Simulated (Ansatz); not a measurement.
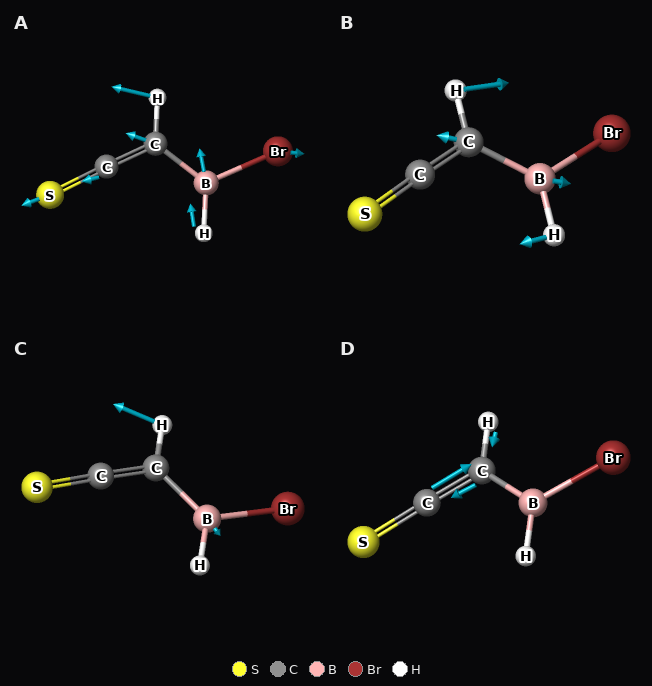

4 normal modes of one molecule or complex, as arrows. Harmonic vibrations computed with RKS PBE0-D4/def2-TZVP (Ansatz 0.2.0) at a stationary point of the same level.

> Match the panels to the wavenumbers 218 cm⁻¹, 1067 cm⁻¹, 1273 cm⁻¹, 1793 cm⁻¹.

A: 218 cm⁻¹, Br–B–C bending
B: 1273 cm⁻¹
C: 1067 cm⁻¹
D: 1793 cm⁻¹
